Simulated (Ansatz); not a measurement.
# BaPbO3 (Pm-3m): following an unstable mode, part 2 of 3

Which phase does BaPbO3 (Pm-3m) fall into along its unstable mode, and how much energy does it gain?

Ansatz 0.2.0; DFT PBEsol, scalar-relativistic, plane waves, PAW; PAW set soft_1.

So far, highest frequency on the path or at a solved wavevector (cm⁻¹): step 2 (the dispersion) 660. Also lowest frequency on the path (cm⁻¹): step 2 -163.

### 3. The mode frozen in, largest atomic shift 0 Å

The mode followed lies at q = (-0.5, -0.5, -0.5) with frequency 163.4i cm⁻¹ and is 3-fold degenerate, the softest among the wavevectors solved. At small amplitude the distorted cell has space group no. 74 by a symmetry search on the positions. The undistorted cell that holds it gives the zero of energy on the same k mesh.

System of this step: BaPbO3. The structure is cubic, space group Pm-3m (No. 221). The conventional cell has a = 4.281 Å, b = 4.281 Å, c = 4.281 Å, α = 90.00°, β = 90.00°, γ = 90.00°. Ba has 12 O at 3.03 Å nearest. Pb has 6 O at 2.14 Å nearest. O has 2 Pb at 2.14 Å and 4 Ba at 3.03 Å nearest. Farther neighbours and most contacts between anions are not listed.

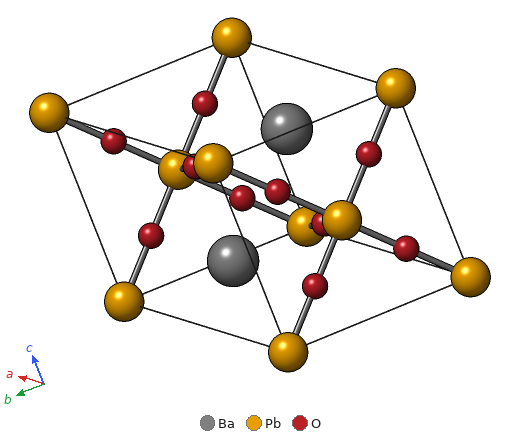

The cell of this step (barium grey, lead orange, oxygen red). Some periodic images of atoms are drawn too.

Input file input.yaml:

```yaml
crystal:
  lattice:
    - [4.2810684894, 4.2810684894, 0.0]
    - [4.2810684894, 0.0, 4.2810684894]
    - [4.2810684894, 0.0, -4.2810684894]
  atoms:
    - { symbol: Ba, position: [0.5, 0.25, 0.75] }
    - { symbol: Ba, position: [0.5, 0.75, 0.25] }
    - { symbol: Pb, position: [0.0, 0.5, 0.5] }
    - { symbol: Pb, position: [0.0, 0.0, 1.0] }
    - { symbol: O, position: [0.5, 0.75, 0.75] }
    - { symbol: O, position: [0.5, 0.25, 0.25] }
    - { symbol: O, position: [0.0, 0.75, 0.25] }
    - { symbol: O, position: [0.0, 0.25, 0.75] }
    - { symbol: O, position: [0.0, 0.75, 0.75] }
    - { symbol: O, position: [0.0, 0.25, 0.25] }
kpoints:
  mp_grid: { grid: [8, 8, 8] }
hamiltonian:
  xc: pbesol
  pseudopotentials: { kind: paw, azcp: { folder: soft_1 }, xc_functional: pbe }
scf:
  occupations: { method: methfessel_paxton, width: 0.2 }
output:
  forces: true
  stress: true
  eigenvalues: true
```

Launch:

```console
> ansatz run input.yaml --threads 4 --pin off --max-ram 10240MiB --backend cpu --events-out ev --progress --plain --runs-dir out
```

Numbers of over 12 decimals in the logs are rounded to 6 here.

The log of the run:

```text
[...]
Crystal: 10 atoms, lattice volume = 156.923 Å³
Basis set: ecut = 420 eV, 3119 PW (Γ), exchange–correlation on 90×90×90 points (8 copies of the dense FFT grid, shifted against one another)
Bands: 52, of which v1, the nominal top of the filled ones, is band 42 counted from 1 (41 counted from 0)
Symmetry: 96 space group operations
[...]
k-points: 29 of 512
[...]
k-point 0: bands = [... 38 lower, 9.0643, 9.0643, 9.0643, 9.1360, 9.1360, 13.8027, 13.8027, 13.9135, ... 6 higher]
  k-point 1: bands = [... 38 lower, 8.8616, 8.8616, 9.0257, 9.0447, 9.0447, 13.9236, 13.9721, 13.9721, ... 6 higher]
  k-point 2: bands = [... 38 lower, 8.5458, 8.9173, 8.9196, 8.9196, 9.6557, 13.6765, 14.4104, 14.4104, ... 6 higher]
  k-point 28: bands = [... 38 lower, 8.4333, 8.4333, 8.6711, 8.6711, 13.0165, 13.0166, 15.7466, 15.7466, ... 6 higher]
[key lines of the parts left out:]
SCF converged after 10 iterations
Free energy (F): -38606.999781 eV
Fermi energy:    9.133089 eV
P = ⅓ Tr σ = 0.0355 GPa (0.355 kbar)
```

Run time: 5.3 s. Hardware: 4 threads of Arm Neoverse V2, shared host; peak memory 0.6 GiB; 19 s of CPU time.

This step gave:

| Property | Result |
| --- | --- |
| pressure | 0.03547 GPa |
| energy from the undistorted cell | 0 meV/atom |

The run ends at a pressure of 0.04 GPa.

### 4. The mode frozen in, largest atomic shift 0.45 Å

The atoms are moved along the unstable eigenvector, the largest shift by 0.45 Å, with the cell fixed.

input.yaml, the sections that differ from step 3:

```yaml
crystal:
  lattice:
    - [4.2810684894, 4.2810684894, 0.0]
    - [4.2810684894, 0.0, 4.2810684894]
    - [4.2810684894, 0.0, -4.2810684894]
  atoms:
    - { symbol: Ba, position: [0.5, 0.25, 0.75] }
    - { symbol: Ba, position: [0.5, 0.75, 0.25] }
    - { symbol: Pb, position: [0.0, 0.5, 0.5] }
    - { symbol: Pb, position: [0.0, 0.0, 1.0] }
    - { symbol: O, position: [0.5, 0.7871633918, 0.7128366082] }
    - { symbol: O, position: [0.5, 0.2128366082, 0.2871633918] }
    - { symbol: O, position: [0.0743267837, 0.6756732163, 0.1756732163] }
    - { symbol: O, position: [-0.0743267837, 0.3243267837, 0.8243267837] }
    - { symbol: O, position: [0.0, 0.7871633918, 0.7128366082] }
    - { symbol: O, position: [0.0, 0.2128366082, 0.2871633918] }
# kpoints, hamiltonian, scf, output: as in step 3
```

The log of the run:

```text
[...]
Crystal: 10 atoms, lattice volume = 156.923 Å³
Basis set: ecut = 420 eV, 3119 PW (Γ), exchange–correlation on 90×90×90 points (8 copies of the dense FFT grid, shifted against one another)
Bands: 52, of which v1, the nominal top of the filled ones, is band 42 counted from 1 (41 counted from 0)
Symmetry: 8 space group operations
[...]
k-points: 95 of 512
[...]
k-point 0: bands = [... 38 lower, 8.5886, 8.7426, 8.7494, 8.9412, 9.1560, 13.7731, 13.9794, 14.0961, ... 5 higher]
  k-point 1: bands = [... 38 lower, 8.6058, 8.6249, 8.6411, 8.8756, 9.3113, 13.9400, 13.9865, 14.1594, ... 5 higher]
  k-point 2: bands = [... 38 lower, 8.4970, 8.5097, 8.5980, 8.7727, 9.7316, 13.3767, 14.5493, 14.5521, ... 5 higher]
  k-point 94: bands = [... 38 lower, 8.3242, 8.3242, 8.6458, 8.6458, 12.5122, 12.5122, 15.9200, 15.9200, ... 5 higher]
[key lines of the parts left out:]
SCF converged after 10 iterations
Free energy (F): -38607.273586 eV
Fermi energy:    8.950781 eV
P = ⅓ Tr σ = -0.1157 GPa (-1.157 kbar)
```

It took 15 s on 4 threads; peak memory 0.85 GiB; 56 s of CPU time.

Numbers from this step:

| Item | Value |
| --- | --- |
| pressure | -0.1157 GPa |
| gap on the k-mesh | 0.2148 eV |
| energy from the undistorted cell | -27.57 meV/atom |

The energy, extrapolated to zero smearing, is -27.57 meV/atom against the undistorted cell.

The run ends at a pressure of -0.12 GPa, with forces up to 0.31 eV/Å.

### 5. Energy along the mode, all amplitudes (two of the runs are shown above)

An imaginary frequency means negative curvature, so the energy should fall and then rise again as anharmonic terms take over.

Numbers from this step:

```yaml
depth_at_the_lowest_point_sampled: 27.57 meV/atom
largest_atomic_shift_at_that_point: 0.45 Å
```

Energy from the parent against largest atomic shift:

```csv
largest atomic shift (Å),energy from the parent (meV/atom)
0.000,0
0.040,-0.468
0.080,-1.85
0.140,-5.44
0.220,-12.3
0.320,-21.4
0.450,-27.6
0.600,-11.9
```

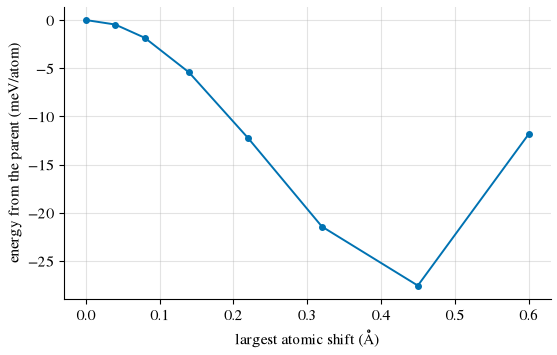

Energy from the parent, plotted against largest atomic shift.

Displacement at unit largest shift by atom:

```
atom   x (Å)   y (Å)   z (Å)   size
 Ba1   0.000   0.000   0.000  0.000
 Ba2   0.000   0.000   0.000  0.000
 Pb3   0.000   0.000   0.000  0.000
 Pb4   0.000   0.000   0.000  0.000
  O5   0.000   0.000   0.707  0.707
  O6   0.000   0.000  -0.707  0.707
  O7  -0.707   0.707   0.000  1.000
  O8   0.707  -0.707   0.000  1.000
  O9   0.000   0.000   0.707  0.707
 O10   0.000   0.000  -0.707  0.707
```

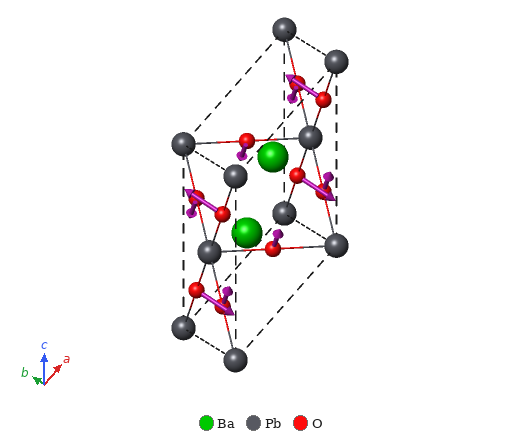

Displacement at unit largest shift as arrows, the longest 1.000 Å. Some periodic images of atoms are drawn too.

The lowest of the steps tried is at 0.45 Å, 27.6 meV/atom below the parent; the bottom of the well need not coincide with a step.

### 6. Relaxation from the frozen mode

Starting from the lowest point found, all atoms and the cell are let go, so that strain and other modes of the same symmetry can join in.

Changes to input.yaml since step 4:

```diff
@@ -27 +27,6 @@
   eigenvalues: true
+relax:
+  adjacent_minimum: "off"
+  f_tol: 0.002
+  max_steps: 120
+  cell: { stress_tol: 0.03 }
```

The log of the run:

```text
[...]
Crystal: 10 atoms, lattice volume = 156.923 Å³
Basis set: ecut = 420 eV, 3119 PW (Γ), exchange–correlation on 90×90×90 points (8 copies of the dense FFT grid, shifted against one another)
Bands: 52, of which v1, the nominal top of the filled ones, is band 42 counted from 1 (41 counted from 0)
Symmetry: 8 space group operations
[...]
k-points: 95 of 512
[...]
SCF iter   1: F=—  HF=-38610.767059 eV  |F-HF|=—  |Δ(HF+E_count)|=         —  Δρ=5.95e-2  dr2=8.78e0  ethr=3.10e-3  ⟨swp⟩=14.5  Hψ=30375  notcnv=0
[...]
SCF iter  10: F=-38607.273586 eV  HF=-38607.273586 eV  |F-HF|=5.10e-9  |Δ(HF+E_count)|=   9.54e-9  S|Δr|=    0.00e0  Δρ=3.54e-6  dr2=4.36e-8  ethr=1.19e-10  ⟨swp⟩=19.8  Hψ=35508  notcnv=0
SCF 1 converged in 10 iterations: F = -38607.273586 eV  dr2 = 4.36e-8
[...]
relax step   1: F+E_penalty+E_count = -38607.27358573 eV  Δ(F+E_penalty+E_count) = +0.000e0 eV  max|allowed force component| = 2.176e-1 eV/Å  Δτ_max = 0.0000 Å  P = -0.116 GPa  Ω = 156.923 Å³  (10 SCF iters, dr2 threshold 1.00e-7 eV, accepted)
Crystal: 10 atoms, lattice volume = 155.548 Å³
Basis set: ecut = 420 eV, 3037 PW (Γ), exchange–correlation on 90×90×90 points (8 copies of the dense FFT grid, shifted against one another)
[...]
SCF iter   7: F=-38607.262835 eV  HF=-38607.262835 eV  |F-HF|=1.16e-7  |Δ(HF+E_count)|=   3.36e-6  S|Δr|=    0.00e0  Δρ=2.68e-5  dr2=9.37e-7  ethr=1.19e-9  ⟨swp⟩=11.1  Hψ=31072  notcnv=0
SCF 2 converged in 7 iterations: F = -38607.262835 eV  dr2 = 9.37e-7
relax step   2: F+E_penalty+E_count = -38607.26283536 eV  Δ(F+E_penalty+E_count) = +1.075e-2 eV  max|allowed force component| = 3.852e-1 eV/Å  Δτ_max = 0.1149 Å  P = +1.089 GPa  Ω = 155.548 Å³  energy of the carried Pulay correction = +2.879e-3 eV  (7 SCF iters, dr2 threshold 1.00e-6 eV, rejected (line search))
Crystal: 10 atoms, lattice volume = 156.861 Å³
Basis set: ecut = 420 eV, 3079 PW (Γ), exchange–correlation on 90×90×90 points (8 copies of the dense FFT grid, shifted against one another)
[...]
SCF iter  12: F=-38607.306319 eV  HF=-38607.306319 eV  |F-HF|=1.46e-11  |Δ(HF+E_count)|=  1.46e-11  S|Δr|=    0.00e0  Δρ=5.81e-8  dr2=4.47e-12  ethr=1.00e-12  ⟨swp⟩=10.7  Hψ=25635  notcnv=0
SCF 3 converged in 12 iterations: F = -38607.306319 eV  dr2 = 4.47e-12
[...]
relax step   3: F+E_penalty+E_count = -38607.30631931 eV  Δ(F+E_penalty+E_count) = -3.273e-2 eV  max|allowed force component| = 1.005e-1 eV/Å  Δτ_max = 0.0511 Å  P = -0.205 GPa  Ω = 156.861 Å³  energy of the carried Pulay correction = +1.297e-4 eV  (12 SCF iters, accepted)
[...]
relax step   4: F+E_penalty+E_count = -38607.31270200 eV  Δ(F+E_penalty+E_count) = -6.383e-3 eV  max|allowed force component| = 5.216e-2 eV/Å  Δτ_max = 0.0281 Å  P = -0.139 GPa  Ω = 156.872 Å³  energy of the carried Pulay correction = +1.060e-4 eV  (6 SCF iters, dr2 threshold 1.00e-6 eV, accepted)
[...]
relax step   5: F+E_penalty+E_count = -38607.31483516 eV  Δ(F+E_penalty+E_count) = -2.133e-3 eV  max|allowed force component| = 1.242e-2 eV/Å  Δτ_max = 0.0133 Å  P = +0.245 GPa  Ω = 156.341 Å³  energy of the carried Pulay correction = +1.216e-3 eV  (5 SCF iters, dr2 threshold 1.70e-7 eV, accepted)
[...]
relax step   6: F+E_penalty+E_count = -38607.31453751 eV  Δ(F+E_penalty+E_count) = +2.976e-4 eV  max|allowed force component| = 9.108e-3 eV/Å  Δτ_max = 0.0091 Å  P = -0.013 GPa  Ω = 156.673 Å³  energy of the carried Pulay correction = +5.220e-4 eV  (5 SCF iters, dr2 threshold 2.19e-7 eV, accepted)
[...]
relax step   7: F+E_penalty+E_count = -38607.31463835 eV  Δ(F+E_penalty+E_count) = -1.008e-4 eV  max|allowed force component| = 4.662e-4 eV/Å  Δτ_max = 0.0037 Å  P = -0.004 GPa  Ω = 156.669 Å³  energy of the carried Pulay correction = +5.299e-4 eV  (5 SCF iters, dr2 threshold 5.18e-9 eV, accepted)
[...]
relax step   8: F+E_penalty+E_count = -38607.31446493 eV  Δ(F+E_penalty+E_count) = +1.734e-4 eV  max|allowed force component| = 7.608e-4 eV/Å  Δτ_max = 0.0000 Å  P = -0.003 GPa  Ω = 156.669 Å³  stress off target by 4.02e-2 GPa  SCF on the basis re-selected at this cell (its energy is not comparable with the rows above)  (5 SCF iters)
[...]
relax step   9: F+E_penalty+E_count = -38607.31449547 eV  Δ(F+E_penalty+E_count) = -3.055e-5 eV  max|allowed force component| = 6.234e-5 eV/Å  Δτ_max = 0.0002 Å  P = +0.001 GPa  Ω = 156.659 Å³  energy of the carried Pulay correction = +1.910e-5 eV  (4 SCF iters, dr2 threshold 4.05e-9 eV, accepted)
[...]
SCF iter   4: F=-38607.314481 eV  HF=-38607.314481 eV  |F-HF|=7.28e-12  |Δ(HF+E_count)|=   2.88e-8  S|Δr|=    0.00e0  Δρ=1.05e-7  dr2=1.21e-11  ethr=1.00e-12  ⟨swp⟩=10.3  Hψ=28851  notcnv=0
SCF 10 converged in 4 iterations: F = -38607.314481 eV  dr2 = 1.21e-11
relax step  10: F+E_penalty+E_count = -38607.31448110 eV  Δ(F+E_penalty+E_count) = +1.437e-5 eV  max|allowed force component| = 4.610e-5 eV/Å  Δτ_max = 0.0000 Å  P = +0.000 GPa  Ω = 156.659 Å³  stress off target by 2.92e-3 GPa  SCF on the basis re-selected at this cell (its energy is not comparable with the rows above)  (4 SCF iters)
[...]
SCF converged after 4 iterations
[...]
Free energy (F): -38607.314481 eV
[...]
Internal energy: -38607.339272 eV  (E = F + TS)
E sigma→0 (E₀):  -38607.320679 eV
Entropy (-TS):   0.024791 eV (2.479 meV/atom)
Fermi energy:    8.966595 eV
[...]
--- Forces (eV/Å), atoms counted from 1 ---
  atom   1  Ba     0.00004610    -0.00004610    -0.00000000
  atom   2  Ba    -0.00004610     0.00004610     0.00000000
  atom   3  Pb     0.00000000     0.00000000     0.00000000
  atom   4  Pb     0.00000000     0.00000000    -0.00000000
  atom   5  O      0.00000000    -0.00000000    -0.00000855
  atom   6  O      0.00000000     0.00000000     0.00000855
  atom   7  O     -0.00003216     0.00003216    -0.00000000
  atom   8  O      0.00003216    -0.00003216     0.00000000
  atom   9  O      0.00000000    -0.00000000    -0.00000855
  atom  10  O      0.00000000     0.00000000     0.00000855
  max |Σ_I F_I| component: 0.00e0 eV/Å
--- Stress (GPa, compression-positive) ---
        0.000855      -0.002062      -0.000000
       -0.002062       0.000855       0.000000
       -0.000000       0.000000      -0.000587
  P = ⅓ Tr σ = 0.0004 GPa (0.004 kbar)
--- Band table (eV; the first three rows and the last of 95) ---
  k-point 0: bands = [... 38 lower, 8.5505, 8.6264, 8.7762, 8.9388, 9.2262, 13.6848, 14.0793, 14.1381, ... 6 higher]
  k-point 1: bands = [... 38 lower, 8.5647, 8.5926, 8.6530, 8.8795, 9.3766, 13.8994, 13.9870, 14.2226, ... 6 higher]
  k-point 2: bands = [... 38 lower, 8.5069, 8.5495, 8.5812, 8.7875, 9.7740, 13.3595, 14.4668, 14.5984, ... 6 higher]
  k-point 94: bands = [... 38 lower, 8.3349, 8.3349, 8.6747, 8.6747, 12.4258, 12.4258, 15.8091, 15.8091, ... 6 higher]
--- Relaxed structure (8 steps of the walk, 7 accepted, 2 SCFs on fresh bases) ---
  F+E_penalty+E_count = -38607.31448110 eV   max|allowed force component| = 4.610e-5 eV/Å   (the final SCF, on the basis selected at the relaxed cell)
  cell:  # Å, volume = 156.6591 Å³
    - [4.255170, 4.255170, 0.0]
    - [4.289311, -0.034142, 4.257730]
    - [4.289311, -0.034142, -4.257730]
  atoms:
    - { symbol: Ba, position: [0.506838, 0.243162, 0.743162] }
    - { symbol: Ba, position: [0.493162, 0.756838, 0.256838] }
    - { symbol: Pb, position: [0.0, 0.5, 0.5] }
    - { symbol: Pb, position: [0.0, 0.0, 1.0] }
    - { symbol: O, position: [0.500000, 0.792783, 0.707217] }
    - { symbol: O, position: [0.500000, 0.207217, 0.292783] }
    - { symbol: O, position: [0.074099, 0.675901, 0.175901] }
    - { symbol: O, position: [-0.074099, 0.324099, 0.824099] }
    - { symbol: O, position: [-1.734723475976807e-18, 0.792783, 0.707217] }
    - { symbol: O, position: [0.0, 0.207217, 0.292783] }
```

Elapsed: 1.9 min, on 4 threads; peak memory 0.92 GiB.

The steps of the relaxation:

```csv
step,energy less that of the first step (eV),largest force component (eV/Å),pressure (GPa),volume (Å³)
1,0.0000,0.2176,-0.12,156.92
2,0.0108,0.3852,1.09,155.55
3,-0.0327,0.1005,-0.21,156.86
4,-0.0391,0.0522,-0.14,156.87
5,-0.0412,0.0124,0.24,156.34
6,-0.0410,0.0091,-0.01,156.67
7,-0.0411,0.0005,0.00,156.67
8*,-0.0409,0.0008,0.00,156.67
9,-0.0409,0.0001,0.00,156.66
10*,-0.0409,0.0000,0.00,156.66
```

Relaxation steps marked * repeat the geometry before them on a plane-wave basis chosen anew for their cell, so energy and pressure can jump there. Relaxation step 2 was tried and not accepted.

Forces are held to the 8 operations that the run works with; a distortion that breaks them can't arise in this run.

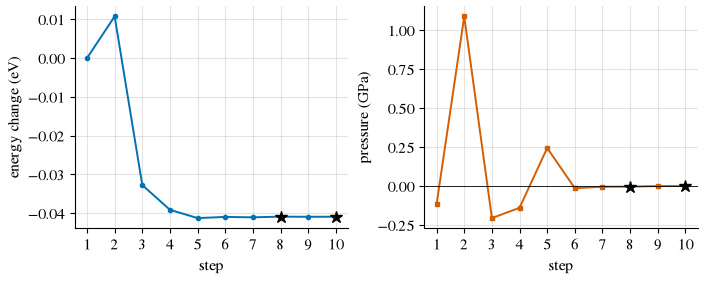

Energy and pressure along the relaxation. Stars mark steps on a basis chosen anew.

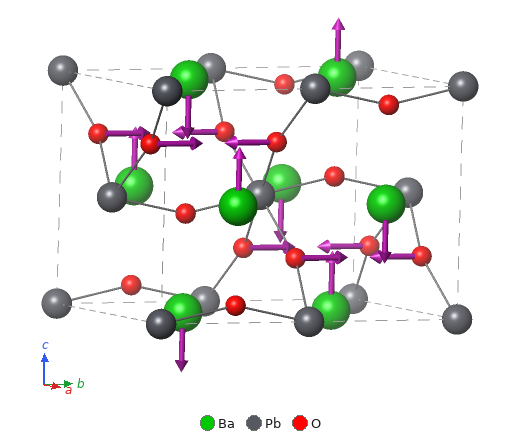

Displacements in the relaxation, exaggerated, measured against the changing cell; the longest in the cell stands for 0.05 Å. Some periodic images of atoms are drawn too.

| conventional cell, symmetrised | before | after | change |
| --- | --- | --- | --- |
| a (Å) | 6.054 | 6.018 | -0.6 % |
| b (Å) | 8.562 | 8.515 | -0.5 % |
| c (Å) | 6.054 | 6.114 | +1.0 % |
| volume (Å³/atom) | 15.69 | 15.67 | -0.2 % |

The atoms that moved most (Å, as changes of fractional coordinates times the final cell):

| atom | dx | dy | dz | length |
| --- | --- | --- | --- | --- |
| O6 | 0.000 | 0.000 | -0.048 | 0.048 |
| O5 | 0.000 | 0.000 | 0.048 | 0.048 |
| O10 | 0.000 | 0.000 | -0.048 | 0.048 |
| O9 | 0.000 | 0.000 | 0.048 | 0.048 |
| Ba2 | 0.030 | -0.030 | 0.000 | 0.042 |
| Ba1 | -0.030 | 0.030 | 0.000 | 0.042 |

The relaxed structure:

```cif
data_structure
_symmetry_space_group_name_H-M 'P 1'
_symmetry_Int_Tables_number 1
_cell_length_a 6.0177
_cell_length_b 6.0438
_cell_length_c 6.0438
_cell_angle_alpha 89.575
_cell_angle_beta 60.143
_cell_angle_gamma 60.143
_cell_volume 156.66
loop_
_atom_site_label
_atom_site_type_symbol
_atom_site_fract_x
_atom_site_fract_y
_atom_site_fract_z
_atom_site_occupancy
Ba1 Ba 0.50684 0.24316 0.74316 1
Ba2 Ba 0.49316 0.75684 0.25684 1
Pb3 Pb 0.00000 0.50000 0.50000 1
Pb4 Pb 0.00000 0.00000 0.00000 1
O5 O 0.50000 0.79278 0.70722 1
O6 O 0.50000 0.20722 0.29278 1
O7 O 0.07410 0.67590 0.17590 1
O8 O 0.92590 0.32410 0.82410 1
O9 O 0.00000 0.79278 0.70722 1
O10 O 0.00000 0.20722 0.29278 1
```

This step gave:

- pressure: 3.74e-4 GPa
- volume per atom: 15.67 Å³
- gap on the k-mesh: 0.2693 eV

The distorted start has space group Imma; the relaxation ends in Imma.

### 7. The new phase in its own primitive cell

The relaxed structure is symmetrised, reduced to its primitive cell and relaxed tightly, as its phonons need.

Input file input.yaml:

```yaml
crystal:
  lattice:
    - [-3.0088593848, 4.2577299004, 3.057142904]
    - [3.0088593848, -4.2577299004, 3.057142904]
    - [3.0088593848, 4.2577299004, -3.057142904]
  atoms:
    - { symbol: Ba, position: [0.2431622373, 0.4931622373, 0.75] }
    - { symbol: Ba, position: [0.7568377627, 0.5068377627, 0.25] }
    - { symbol: Pb, position: [0.5, 0.0, 0.5] }
    - { symbol: Pb, position: [0.0, 0.0, 0.0] }
    - { symbol: O, position: [0.792782972, 0.0, 0.292782972] }
    - { symbol: O, position: [0.207217028, 0.0, 0.707217028] }
    - { symbol: O, position: [0.6759013157, 0.9259013157, 0.75] }
    - { symbol: O, position: [0.3240986843, 0.0740986843, 0.25] }
    - { symbol: O, position: [0.792782972, 0.5, 0.792782972] }
    - { symbol: O, position: [0.207217028, 0.5, 0.207217028] }
kpoints:
  mp_grid: { grid: [8, 8, 8] }
hamiltonian:
  xc: pbesol
  pseudopotentials: { kind: paw, azcp: { folder: soft_1 }, xc_functional: pbe }
scf:
  occupations: { method: fixed }
output:
  forces: true
  stress: true
  eigenvalues: true
relax:
  adjacent_minimum: "off"
  f_tol: 0.001
  max_steps: 60
  cell: { stress_tol: 0.01 }
```

The log of the run:

```text
[...]
Crystal: 10 atoms, lattice volume = 156.659 Å³
Basis set: ecut = 420 eV, 3087 PW (Γ), exchange–correlation on 90×90×90 points (8 copies of the dense FFT grid, shifted against one another)
Bands: 52, of which v1, the nominal top of the filled ones, is band 42 counted from 1 (41 counted from 0)
Symmetry: 8 space group operations
[...]
k-points: 95 of 512
[...]
- { symbol: Ba, position: [0.756968, 0.506968, 0.250000] }
    - { symbol: Pb, position: [0.5, 0, 0.5] }
    - { symbol: Pb, position: [0, 0, 0] }
    - { symbol: O, position: [0.792758, 0.0, 0.292758] }
    - { symbol: O, position: [0.207242, -5.551115123125783e-17, 0.707242] }
    - { symbol: O, position: [0.675934, 0.925934, 0.75] }
    - { symbol: O, position: [0.324066, 0.074066, 0.25] }
    - { symbol: O, position: [0.792758, 0.5, 0.792758] }
    - { symbol: O, position: [0.207242, 0.5, 0.207242] }
[key lines of the parts left out:]
SCF converged after 5 iterations
Free energy (F): -38607.322806 eV
Fermi energy:    8.954088 eV
P = ⅓ Tr σ = -0.0009 GPa (-0.009 kbar)
```

Elapsed: 49 s, on 4 threads; peak memory 0.92 GiB; 3.2 min of CPU time.

Little changed from the start: no atom moved by 0.005 Å and no cell edge by 0.1 %.

Numbers from this step:

```yaml
pressure: -9.01e-4 GPa
gap_on_the_k_mesh: 0.2686 eV
direct_gap_on_mesh: 0.2854 eV
```

The largest force component left is 0.72 meV/Å and the pressure is -0.001 GPa, within the tolerances set. The cell now holds 15.67 Å³/atom.

[end of part 2 of 3]

[Logs are printed without paths, hosts, clocks, repeated set-up lines and the standing remarks that a program may print on its own settings, such as how far it seeks lower states.]

[Hosts, paths, dates, database ids (printed as entryN), source tags and the programs' standing remarks are cut or masked in the printed files.]
